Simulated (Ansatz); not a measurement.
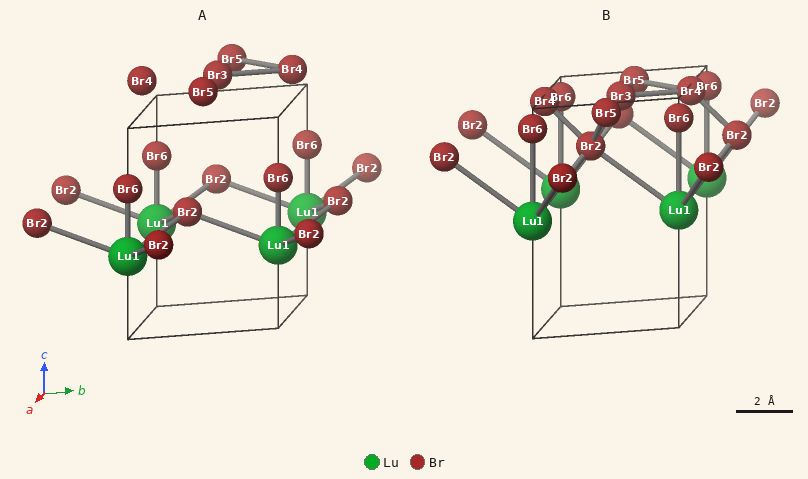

Two geometries of crystalline LuBr₅ (a generated structure, set up in P3m1) (coarse preliminary run), drawn at one scale. One is the start of a relaxation, the other its converged end. Style: ball-and-stick. Shown: the cell of the calculation, slightly off an axis.

The calculation used Ansatz, DFT PBE, scalar-relativistic, plane waves, PAW. (plane-wave cutoff 420 eV; k-point mesh 6 × 6 × 2; occupations gaussian; smearing width 0.1 eV; no spin polarisation; cell and atoms relaxed; force threshold 0.04 eV/Å; at most 70 steps)

> Which one is relaxed?

Structure A is the relaxed one. The largest move relative to the cell is that of Br2, 1.88 Å along −c. Largest moves by element: Br 1.88 Å, Lu 0.92 Å. Cell: a = b 5.613 → 5.772 Å (+2.8 %), c 8.498 → 7.808 Å (−8.1 %). Volume −2.8 %. Near-neighbour distances that change, for instance: Br2–Br3 2.312 → 5.074 Å, Lu1–Br3 5.450 → 3.466 Å, Br3–Br6 2.837 → 4.452 Å, Lu1–Br6 3.413 → 2.498 Å. Bonds break: Br2–Br3 (2.31 → 5.07 Å), Br2–Br4 (2.31 → 5.07 Å), Br2–Br5 (2.31 → 5.07 Å). The space group stays P3m1 (No. 156). The energy falls by 2087 meV per atom in 18 accepted moves (21 points after the start). Largest force component: 10 eV/Å at the start, 0.0056 eV/Å at the end. The pressure goes from 14.39 to 0.00 GPa. The line search rejected the trial steps at points 15, 16 of the run. The SCF was repeated once at an unchanged geometry on a basis and grid sized afresh for the cell, which shifted the energy by 0.1 meV per atom at most.

Limits of the set-up: the k-point mesh is coarse for a cell with partly filled bands.
